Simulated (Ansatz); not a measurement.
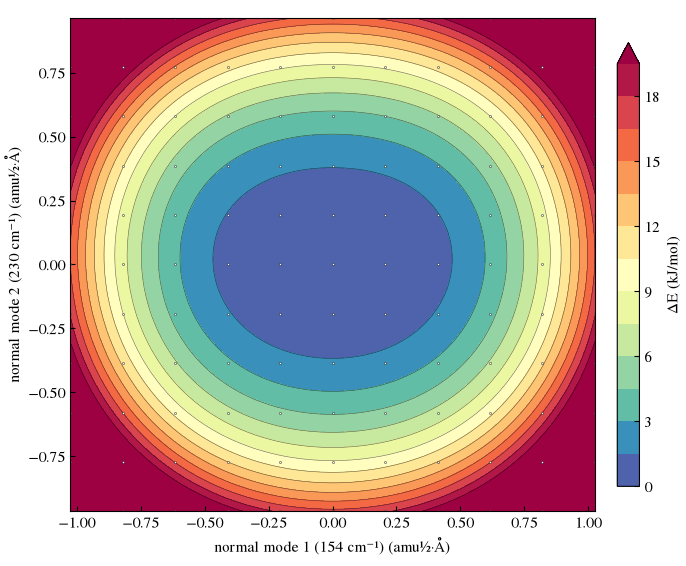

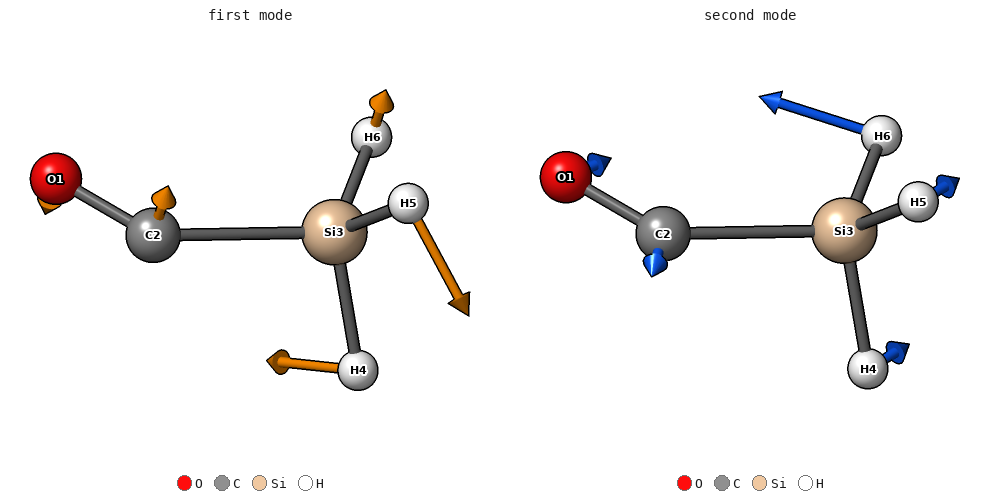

Energy landscape of CH3OSi, SMILES O=[C][SiH3], spin multiplicity 2. First axis: normal mode 1 (154 cm⁻¹). Second axis: normal mode 2 (230 cm⁻¹). Nothing is relaxed (straight displacements along the two mass-weighted modes). Grid: 11 × 11 points; 88 points were computed and 33 follow by symmetry. Points are written as (first, second). Energies: kJ/mol, counted from the lowest grid point. These are results of UKS PBE0-D4/def2-TZVP (Ansatz 0.2.0), not measurements.

The picture shows filled contours, dots at the grid points, one colour for all values above the top of the scale. Between grid points the surface is interpolated. The second picture is the structure at the lowest point

Question: Describe this landscape.

Answer: The lowest grid point is at (0.000 amu½·Å, 0.000 amu½·Å). It is the only kind of minimum in the scanned range. The highest grid point, (−1.026 amu½·Å, −0.965 amu½·Å), lies 47.6 kJ/mol above the lowest.

Grid values (kJ/mol):

| normal mode 2 (230 cm⁻¹) ↓, normal mode 1 (154 cm⁻¹) → | −1.026 | −0.821 | −0.616 | −0.410 | −0.205 | 0.000 | 0.205 | 0.410 | 0.616 | 0.821 | 1.026 |
| --- | --- | --- | --- | --- | --- | --- | --- | --- | --- | --- | --- |
| 0.965 | 44.0 | 31.8 | 23.9 | 19.3 | 16.9 | 16.2 | 16.9 | 19.3 | 23.9 | 31.8 | 44.0 |
| 0.772 | 32.5 | 21.6 | 14.8 | 11.1 | 9.2 | 8.7 | 9.2 | 11.1 | 14.8 | 21.6 | 32.5 |
| 0.579 | 24.7 | 14.8 | 9.0 | 5.9 | 4.5 | 4.1 | 4.5 | 5.9 | 9.0 | 14.8 | 24.7 |
| 0.386 | 19.7 | 10.6 | 5.5 | 2.9 | 1.8 | 1.6 | 1.8 | 2.9 | 5.5 | 10.6 | 19.7 |
| 0.193 | 17.1 | 8.5 | 3.7 | 1.4 | 0.6 | 0.3 | 0.6 | 1.4 | 3.7 | 8.5 | 17.1 |
| 0.000 | 16.6 | 8.0 | 3.3 | 1.1 | 0.2 | 0.0 | 0.2 | 1.1 | 3.3 | 8.0 | 16.6 |
| −0.193 | 17.9 | 9.1 | 4.1 | 1.6 | 0.6 | 0.4 | 0.6 | 1.6 | 4.1 | 9.1 | 17.9 |
| −0.386 | 21.2 | 11.8 | 6.2 | 3.3 | 2.0 | 1.7 | 2.0 | 3.3 | 6.2 | 11.8 | 21.2 |
| −0.579 | 26.9 | 16.5 | 10.1 | 6.5 | 4.8 | 4.4 | 4.8 | 6.5 | 10.1 | 16.5 | 26.9 |
| −0.772 | 35.5 | 23.9 | 16.4 | 12.0 | 9.8 | 9.2 | 9.8 | 12.0 | 16.4 | 23.8 | 35.5 |
| −0.965 | 47.6 | 34.5 | 25.9 | 20.6 | 17.8 | 16.9 | 17.8 | 20.5 | 25.9 | 34.5 | 47.6 |

The input of one point:

```yaml
crystal:
  periodic: [false, false, false]
  atoms:
    - { symbol: O, position_ang: [1.037354, -1.73912, 1.142537] }
    - { symbol: C, position_ang: [0.71113, -1.161366, 0.179378] }
    - { symbol: Si, position_ang: [-0.269392, 0.4469, -0.204819] }
    - { symbol: H, position_ang: [-1.377711, -0.032187, -1.063083] }
    - { symbol: H, position_ang: [0.69368, 1.246349, -0.997219] }
    - { symbol: H, position_ang: [-0.795071, 1.239424, 0.943196] }
magnetization:
  spin_polarized: true
  initial_magnetization: 1
basis:
  gaussian: { orbitals: def2-TZVP }
hamiltonian:
  xc: pbe0
  dispersion: d4
output:
  forces: true
```

Time for the 88 points that were run: 9.3 min on 1 thread of AMD EPYC 7R43 64-Core Processor (Zen 3), on a shared host.
